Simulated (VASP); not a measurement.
Band structure of Er (hcp). Calculation: PBE GGA with D3 dispersion (Becke-Johnson damping), VASP's PBE PAW potentials (set 64) (plane waves; VASP 6.6.1).

The 4f electrons are frozen in the core of the lanthanide potential, so 4f levels, which can set the real gap, and their magnetism are missing.

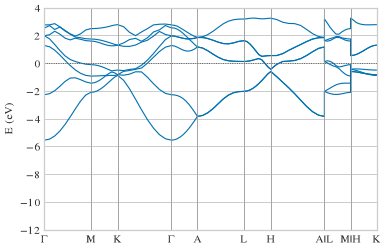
Figure. Bands along high-symmetry lines, zero at the valence-band maximum or, without a gap, the Fermi level

Question: Read the plot: is there a gap, and where are the band edges?

Answer: It has no gap at this level: it comes out as a metal or semimetal. (Edges off the drawn lines would not show.)

The compound is Er in the hcp structure. It was relaxed first.
